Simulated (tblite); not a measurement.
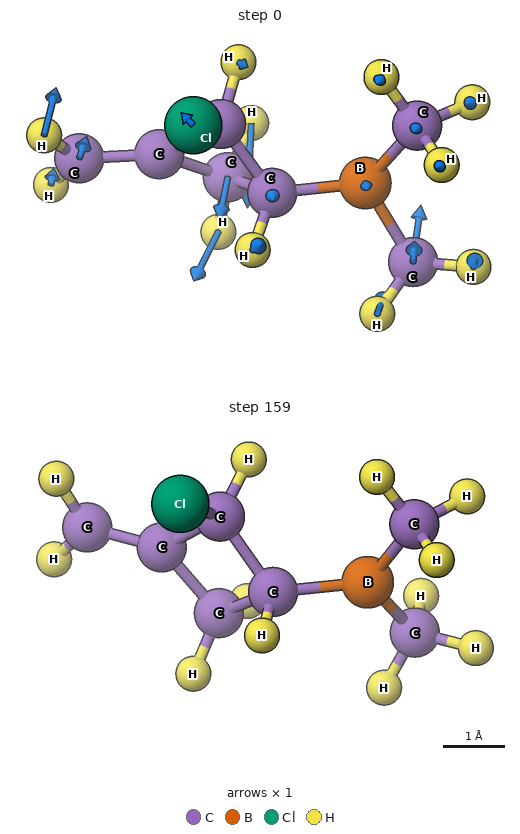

The structure of C₇H₁₂BCl before (top) and after (bottom) a relaxation, at one scale. The blue arrows give the displacements, at their true length.

A ball-and-stick model, seen from a free direction.

All numbers below come from GFN2-xTB geometry optimisation, gas phase in tblite 0.8.0. 

Question: Describe what moved and what it gained.

Answer: Over 159 geometry steps the energy falls by 0.926 eV. The largest move after the best rigid fit is that of an H atom, 1.43 Å. Largest moves by element: H 1.43 Å, C 0.84 Å, Cl 0.31 Å, B 0.21 Å. Near-neighbour distances that change, for instance: C–H 1.134 → 1.091 Å, B–C 1.611 → 1.575 Å, C–C 1.511 → 1.546 Å, B–C 1.551 → 1.581 Å. Among the angles between lasting bonds that change: B–C–H 104.5° → 113.8°, C–C–H 105.5° → 114.4°, H–C–H 117.3° → 108.8°. Groups turn about C–C by about 25°, C–C by about 25°, C–C by about 20°. The run took 1.4 s on 1 thread of Arm Neoverse V1, with other jobs on the host.
